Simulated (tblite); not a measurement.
**Geometry relaxation of SiPH₄F (part 2 of 2)**

SiPH₄F, SMILES FP[SiH3]; GFN2-xTB geometry optimisation, gas phase (tblite 0.8.0). 

Geometry of the input (Å):
```
F  1.9954  1.4653  0.1180
P  1.2584  0.0095  -0.3429
Si -0.8964  -0.0648  -0.0178
H  1.9501  -1.1685  0.1273
H  -1.5772  0.7080  -1.0884
H  -1.4198  -1.4507  -0.0956
H  -1.3072  0.5060  1.2724
```

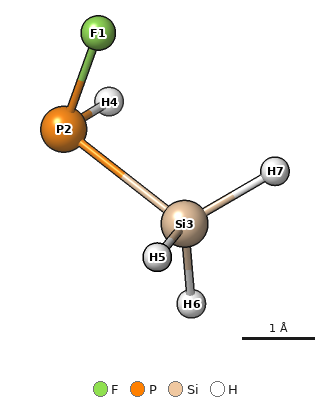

**Figure 1.** The geometry at step 41 of the log (ball-and-stick view, seen at an oblique angle; atoms are numbered from 1 in the order of the input).

**Trajectory as extended XYZ, continued**
```
7
Properties=species:S:1:pos:R:3:forces:R:3 step=29 energy=-300.78972
F     1.7740    1.2658    0.2308   -0.0070  -0.0040  -0.0130
P     1.3238   -0.0445   -0.6554    0.0120  -0.0230   0.0190
Si   -0.8600   -0.0537   -0.0629   -0.0210   0.0030   0.0180
H     1.7042   -0.9537    0.3443   -0.0030   0.0280  -0.0110
H    -1.5906    0.7431   -1.0482    0.0120   0.0130  -0.0060
H    -1.2950   -1.4495   -0.1141    0.0020  -0.0040  -0.0050
H    -1.0531    0.4975    1.2785    0.0060  -0.0120  -0.0020
7
Properties=species:S:1:pos:R:3:forces:R:3 step=30 energy=-300.78984
F     1.7734    1.2669    0.2277   -0.0100  -0.0020  -0.0120
P     1.3233   -0.0456   -0.6551    0.0250  -0.0360   0.0240
Si   -0.8605   -0.0549   -0.0639   -0.0180   0.0080   0.0400
H     1.7059   -0.9523    0.3471   -0.0100   0.0350  -0.0220
H    -1.5885    0.7462   -1.0473    0.0070   0.0120  -0.0100
H    -1.2974   -1.4500   -0.1143    0.0020  -0.0040  -0.0110
H    -1.0529    0.4946    1.2788    0.0050  -0.0130  -0.0090
7
Properties=species:S:1:pos:R:3:forces:R:3 step=31 energy=-300.79004
F     1.7715    1.2688    0.2220   -0.0140   0.0020  -0.0120
P     1.3230   -0.0483   -0.6545    0.0330  -0.0450   0.0250
Si   -0.8614   -0.0569   -0.0656   -0.0100   0.0140   0.0600
H     1.7084   -0.9488    0.3526   -0.0170   0.0360  -0.0280
H    -1.5849    0.7520   -1.0456    0.0020   0.0070  -0.0140
H    -1.3019   -1.4509   -0.1151    0.0030  -0.0010  -0.0200
H    -1.0513    0.4890    1.2792    0.0030  -0.0120  -0.0120
7
Properties=species:S:1:pos:R:3:forces:R:3 step=32 energy=-300.79028
F     1.7683    1.2711    0.2144   -0.0170   0.0070  -0.0140
P     1.3234   -0.0527   -0.6537    0.0270  -0.0400   0.0180
Si   -0.8626   -0.0594   -0.0674    0.0030   0.0160   0.0630
H     1.7110   -0.9433    0.3603   -0.0190   0.0220  -0.0220
H    -1.5808    0.7596   -1.0433    0.0020  -0.0030  -0.0110
H    -1.3081   -1.4520   -0.1173    0.0050   0.0050  -0.0280
H    -1.0479    0.4815    1.2798   -0.0020  -0.0070  -0.0060
7
Properties=species:S:1:pos:R:3:forces:R:3 step=33 energy=-300.79047
F     1.7652    1.2729    0.2081   -0.0170   0.0100  -0.0170
P     1.3243   -0.0570   -0.6529    0.0090  -0.0210   0.0040
Si   -0.8633   -0.0612   -0.0682    0.0150   0.0130   0.0420
H     1.7126   -0.9380    0.3670   -0.0140  -0.0010  -0.0040
H    -1.5781    0.7653   -1.0413    0.0070  -0.0140  -0.0020
H    -1.3133   -1.4526   -0.1203    0.0080   0.0120  -0.0320
H    -1.0440    0.4756    1.2804   -0.0070   0.0010   0.0100
7
Properties=species:S:1:pos:R:3:forces:R:3 step=34 energy=-300.79060
F     1.7629    1.2739    0.2044   -0.0150   0.0110  -0.0200
P     1.3252   -0.0600   -0.6523   -0.0100  -0.0020  -0.0070
Si   -0.8634   -0.0620   -0.0680    0.0200   0.0070   0.0150
H     1.7130   -0.9347    0.3711   -0.0070  -0.0200   0.0130
H    -1.5771    0.7678   -1.0400    0.0130  -0.0190   0.0060
H    -1.3162   -1.4525   -0.1232    0.0100   0.0160  -0.0310
H    -1.0411    0.4724    1.2810   -0.0110   0.0070   0.0240
7
Properties=species:S:1:pos:R:3:forces:R:3 step=35 energy=-300.79075
F     1.7605    1.2751    0.2002   -0.0110   0.0090  -0.0230
P     1.3260   -0.0631   -0.6518   -0.0250   0.0150  -0.0150
Si   -0.8632   -0.0625   -0.0673    0.0210   0.0010  -0.0120
H     1.7133   -0.9319    0.3753   -0.0010  -0.0340   0.0270
H    -1.5758    0.7698   -1.0388    0.0180  -0.0230   0.0140
H    -1.3190   -1.4521   -0.1268    0.0130   0.0190  -0.0270
H    -1.0385    0.4696    1.2821   -0.0150   0.0120   0.0360
7
Properties=species:S:1:pos:R:3:forces:R:3 step=36 energy=-300.79105
F     1.7555    1.2782    0.1906   -0.0050   0.0050  -0.0270
P     1.3269   -0.0692   -0.6507   -0.0420   0.0370  -0.0210
Si   -0.8626   -0.0636   -0.0656    0.0190  -0.0080  -0.0490
H     1.7147   -0.9269    0.3840    0.0050  -0.0470   0.0430
H    -1.5720    0.7740   -1.0360    0.0250  -0.0250   0.0260
H    -1.3245   -1.4510   -0.1345    0.0170   0.0220  -0.0200
H    -1.0347    0.4634    1.2852   -0.0190   0.0170   0.0490
7
Properties=species:S:1:pos:R:3:forces:R:3 step=37 energy=-300.79159
F     1.7460    1.2848    0.1698    0.0030  -0.0100  -0.0340
P     1.3276   -0.0809   -0.6485   -0.0510   0.0610  -0.0170
Si   -0.8615   -0.0661   -0.0625    0.0110  -0.0190  -0.0870
H     1.7186   -0.9178    0.4013    0.0080  -0.0510   0.0520
H    -1.5620    0.7832   -1.0303    0.0290  -0.0250   0.0410
H    -1.3354   -1.4488   -0.1491    0.0230   0.0250  -0.0100
H    -1.0299    0.4505    1.2922   -0.0230   0.0190   0.0560
7
Properties=species:S:1:pos:R:3:forces:R:3 step=38 energy=-300.79226
F     1.7335    1.2939    0.1391    0.0120  -0.0310  -0.0410
P     1.3270   -0.0963   -0.6451   -0.0350   0.0690   0.0030
Si   -0.8602   -0.0699   -0.0582   -0.0050  -0.0240  -0.0960
H     1.7255   -0.9060    0.4244    0.0020  -0.0330   0.0410
H    -1.5451    0.7967   -1.0219    0.0210  -0.0180   0.0490
H    -1.3498   -1.4453   -0.1681    0.0280   0.0210   0.0000
H    -1.0276    0.4319    1.3028   -0.0240   0.0160   0.0440
7
Properties=species:S:1:pos:R:3:forces:R:3 step=39 energy=-300.79273
F     1.7270    1.2986    0.1191    0.0220  -0.0230  -0.0280
P     1.3250   -0.1044   -0.6428   -0.0090   0.0390   0.0040
Si   -0.8594   -0.0722   -0.0553   -0.0110  -0.0160  -0.0570
H     1.7308   -0.9000    0.4364   -0.0080  -0.0100   0.0260
H    -1.5315    0.8047   -1.0164    0.0010   0.0010   0.0360
H    -1.3569   -1.4424   -0.1782    0.0230   0.0020   0.0010
H    -1.0317    0.4206    1.3101   -0.0190   0.0080   0.0180
7
Properties=species:S:1:pos:R:3:forces:R:3 step=40 energy=-300.79292
F     1.7251    1.3001    0.1111    0.0270  -0.0060  -0.0150
P     1.3242   -0.1065   -0.6421    0.0040   0.0030   0.0050
Si   -0.8594   -0.0736   -0.0554   -0.0070   0.0000  -0.0090
H     1.7328   -0.8980    0.4407   -0.0150   0.0060   0.0100
H    -1.5253    0.8090   -1.0137   -0.0140   0.0100   0.0200
H    -1.3591   -1.4418   -0.1801    0.0180  -0.0130  -0.0050
H    -1.0350    0.4157    1.3124   -0.0130   0.0010  -0.0070
7
Properties=species:S:1:pos:R:3:forces:R:3 step=41 energy=-300.79299
F     1.7247    1.3010    0.1076    0.0270  -0.0020  -0.0110
P     1.3243   -0.1075   -0.6417    0.0080  -0.0100   0.0050
Si   -0.8594   -0.0745   -0.0561   -0.0040   0.0050   0.0120
H     1.7334   -0.8969    0.4431   -0.0180   0.0130   0.0040
H    -1.5234    0.8115   -1.0121   -0.0190   0.0120   0.0140
H    -1.3603   -1.4420   -0.1806    0.0170  -0.0150  -0.0090
H    -1.0359    0.4133    1.3128   -0.0110  -0.0020  -0.0150
7
Properties=species:S:1:pos:R:3:forces:R:3 step=42 energy=-300.79312
F     1.7248    1.3019    0.1023    0.0280   0.0080  -0.0030
P     1.3245   -0.1090   -0.6411    0.0090  -0.0280   0.0010
Si   -0.8596   -0.0756   -0.0570    0.0010   0.0080   0.0350
H     1.7334   -0.8949    0.4468   -0.0200   0.0170  -0.0010
H    -1.5212    0.8152   -1.0092   -0.0260   0.0140   0.0030
H    -1.3614   -1.4426   -0.1819    0.0170  -0.0150  -0.0140
H    -1.0372    0.4099    1.3131   -0.0090  -0.0040  -0.0210
7
Properties=species:S:1:pos:R:3:forces:R:3 step=43 energy=-300.79339
F     1.7240    1.3047    0.0875    0.0250   0.0120   0.0020
P     1.3249   -0.1146   -0.6394    0.0120  -0.0450   0.0040
Si   -0.8597   -0.0780   -0.0580    0.0070   0.0100   0.0620
H     1.7334   -0.8886    0.4581   -0.0220   0.0250  -0.0120
H    -1.5160    0.8242   -1.0019   -0.0330   0.0140  -0.0100
H    -1.3646   -1.4436   -0.1883    0.0180  -0.0080  -0.0200
H    -1.0387    0.4010    1.3149   -0.0070  -0.0090  -0.0260
7
Properties=species:S:1:pos:R:3:forces:R:3 step=44 energy=-300.79391
F     1.7256    1.3080    0.0617    0.0210   0.0240   0.0120
P     1.3252   -0.1245   -0.6360    0.0120  -0.0650  -0.0050
Si   -0.8599   -0.0813   -0.0578    0.0150   0.0100   0.0840
H     1.7317   -0.8775    0.4767   -0.0190   0.0270  -0.0140
H    -1.5092    0.8379   -0.9886   -0.0440   0.0160  -0.0320
H    -1.3668   -1.4452   -0.2015    0.0170   0.0040  -0.0220
H    -1.0433    0.3876    1.3184   -0.0030  -0.0160  -0.0230
7
Properties=species:S:1:pos:R:3:forces:R:3 step=45 energy=-300.79449
F     1.7256    1.3144    0.0174    0.0040  -0.0190  -0.0030
P     1.3255   -0.1436   -0.6306    0.0290  -0.0400   0.0370
Si   -0.8599   -0.0864   -0.0553    0.0070   0.0140   0.0700
H     1.7299   -0.8575    0.5102   -0.0190   0.0390  -0.0390
H    -1.4978    0.8597   -0.9675   -0.0400   0.0020  -0.0350
H    -1.3723   -1.4463   -0.2278    0.0210   0.0320  -0.0120
H    -1.0477    0.3647    1.3264   -0.0020  -0.0280  -0.0170
7
Properties=species:S:1:pos:R:3:forces:R:3 step=46 energy=-300.79481
F     1.7390    1.3096    0.0050    0.0110   0.0490   0.0240
P     1.3245   -0.1473   -0.6278   -0.0120  -0.0600  -0.0450
Si   -0.8604   -0.0848   -0.0512    0.0270  -0.0030   0.0350
H     1.7215   -0.8511    0.5162    0.0130  -0.0080   0.0230
H    -1.5037    0.8609   -0.9572   -0.0480   0.0230  -0.0640
H    -1.3593   -1.4475   -0.2394    0.0090   0.0330   0.0050
H    -1.0583    0.3650    1.3273    0.0000  -0.0330   0.0230
7
Properties=species:S:1:pos:R:3:forces:R:3 step=47 energy=-300.79514
F     1.7342    1.3125   -0.0036    0.0010  -0.0040  -0.0010
P     1.3247   -0.1531   -0.6269    0.0100  -0.0170   0.0040
Si   -0.8599   -0.0861   -0.0497    0.0050   0.0090   0.0070
H     1.7246   -0.8465    0.5242    0.0030   0.0040  -0.0010
H    -1.4999    0.8647   -0.9560   -0.0310   0.0030  -0.0350
H    -1.3656   -1.4456   -0.2461    0.0140   0.0370   0.0110
H    -1.0548    0.3588    1.3310   -0.0030  -0.0330   0.0150
7
Properties=species:S:1:pos:R:3:forces:R:3 step=48 energy=-300.79527
F     1.7327    1.3117    0.0033    0.0040  -0.0070  -0.0080
P     1.3249   -0.1515   -0.6277    0.0070  -0.0010   0.0060
Si   -0.8596   -0.0850   -0.0492   -0.0020   0.0200  -0.0120
H     1.7262   -0.8487    0.5200    0.0020  -0.0030   0.0040
H    -1.5025    0.8605   -0.9609   -0.0190  -0.0040  -0.0160
H    -1.3663   -1.4438   -0.2437    0.0120   0.0240   0.0130
H    -1.0521    0.3616    1.3312   -0.0050  -0.0290   0.0120
7
Properties=species:S:1:pos:R:3:forces:R:3 step=49 energy=-300.79538
F     1.7337    1.3115    0.0010    0.0030  -0.0130  -0.0120
P     1.3250   -0.1531   -0.6273    0.0040   0.0130   0.0070
Si   -0.8594   -0.0844   -0.0483   -0.0070   0.0280  -0.0270
H     1.7265   -0.8474    0.5218    0.0040  -0.0080   0.0090
H    -1.5040    0.8603   -0.9608   -0.0090  -0.0080  -0.0050
H    -1.3659   -1.4423   -0.2461    0.0100   0.0150   0.0160
H    -1.0527    0.3602    1.3326   -0.0040  -0.0270   0.0120
7
Properties=species:S:1:pos:R:3:forces:R:3 step=50 energy=-300.79557
F     1.7368    1.3108   -0.0042    0.0040  -0.0130  -0.0140
P     1.3254   -0.1558   -0.6263   -0.0030   0.0250   0.0040
Si   -0.8592   -0.0827   -0.0475   -0.0090   0.0370  -0.0360
H     1.7264   -0.8450    0.5256    0.0040  -0.0140   0.0140
H    -1.5069    0.8610   -0.9599    0.0030  -0.0120   0.0060
H    -1.3640   -1.4398   -0.2496    0.0030  -0.0010   0.0160
H    -1.0552    0.3564    1.3348   -0.0020  -0.0220   0.0090
7
Properties=species:S:1:pos:R:3:forces:R:3 step=51 energy=-300.79578
F     1.7413    1.3105   -0.0149    0.0030  -0.0130  -0.0120
P     1.3258   -0.1602   -0.6243   -0.0040   0.0300   0.0030
Si   -0.8592   -0.0805   -0.0474   -0.0090   0.0360  -0.0280
H     1.7259   -0.8408    0.5331    0.0010  -0.0120   0.0130
H    -1.5093    0.8647   -0.9570    0.0120  -0.0120   0.0110
H    -1.3615   -1.4372   -0.2544   -0.0040  -0.0130   0.0120
H    -1.0597    0.3485    1.3378    0.0010  -0.0160   0.0020
7
Properties=species:S:1:pos:R:3:forces:R:3 step=52 energy=-300.79591
F     1.7445    1.3105   -0.0234    0.0030  -0.0060  -0.0070
P     1.3259   -0.1629   -0.6228   -0.0020   0.0190   0.0030
Si   -0.8595   -0.0787   -0.0483   -0.0050   0.0210  -0.0080
H     1.7251   -0.8380    0.5389   -0.0040  -0.0040   0.0040
H    -1.5101    0.8687   -0.9544    0.0110  -0.0080   0.0060
H    -1.3595   -1.4362   -0.2565   -0.0070  -0.0130   0.0040
H    -1.0630    0.3415    1.3394    0.0040  -0.0080  -0.0030
7
Properties=species:S:1:pos:R:3:forces:R:3 step=53 energy=-300.79594
F     1.7449    1.3109   -0.0261    0.0030  -0.0020  -0.0020
P     1.3258   -0.1634   -0.6223    0.0010   0.0080   0.0010
Si   -0.8598   -0.0783   -0.0491   -0.0020   0.0050   0.0030
H     1.7247   -0.8373    0.5407   -0.0060   0.0020  -0.0010
H    -1.5092    0.8706   -0.9534    0.0060  -0.0040  -0.0010
H    -1.3593   -1.4366   -0.2563   -0.0050  -0.0050   0.0010
H    -1.0636    0.3390    1.3394    0.0030  -0.0040  -0.0010
```

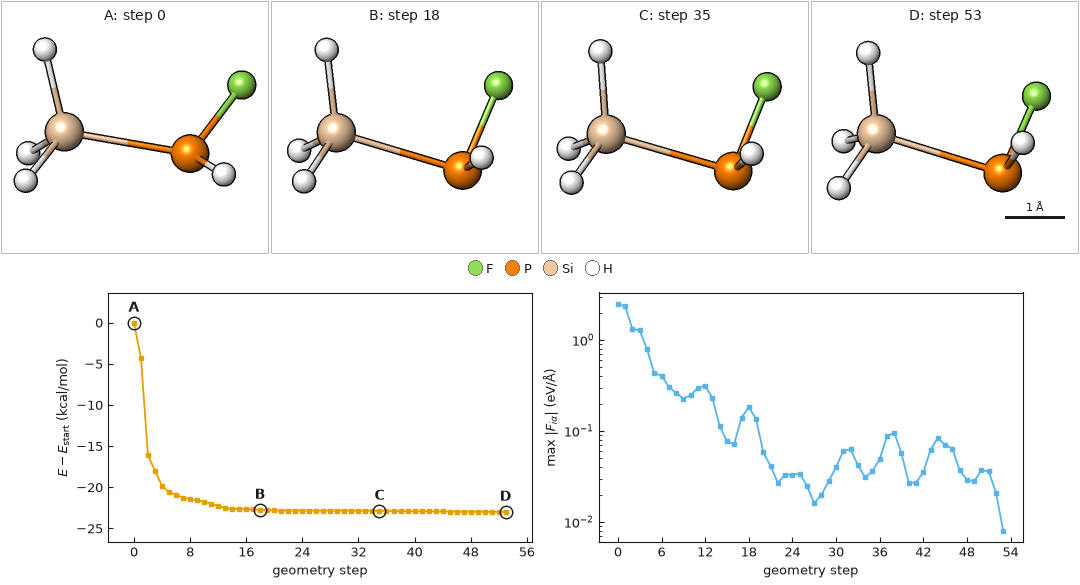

**Figure 2.** Frames of the relaxation (ball-and-stick view, seen at a tilt) above the curves, on which the letters mark them (steps are counted from 0).

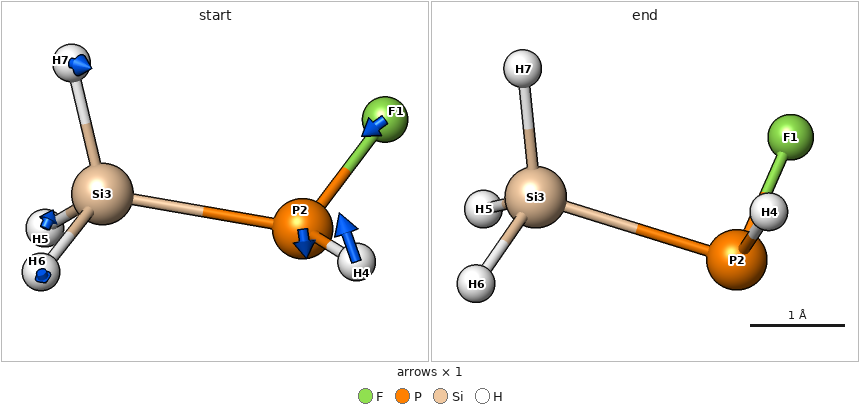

**Figure 3.** Before (left) and after (right) the relaxation, at one scale (ball-and-stick view, seen at a tilt). The blue arrows give the displacements, at true length. H4 moves most after the best rigid fit: 0.57 Å. Largest moves by element: H 0.57 Å, P 0.34 Å, F 0.32 Å, Si 0.05 Å. Among the contacts that change: P2–Si3 2.180 → 2.261 Å, F1–P2 1.696 → 1.645 Å, P2–H4 1.445 → 1.402 Å, Si3–H5 1.486 → 1.463 Å. Among the angles that change: F1–P2–H4 113.8° → 93.3°, Si3–P2–H4 113.4° → 94.8°, F1–P2–Si3 114.7° → 96.9°. After 53 geometry steps the energy has fallen by 23.0 kcal/mol. The largest force component goes from 2.5 to 0.008 eV/Å. (Atoms are counted from 1 in the order of the input.)

**Summary**

| quantity | value |
| --- | --- |
| outcome | converged |
| total energy | −300.7959 eV |
| peak memory | 0.18 GiB |
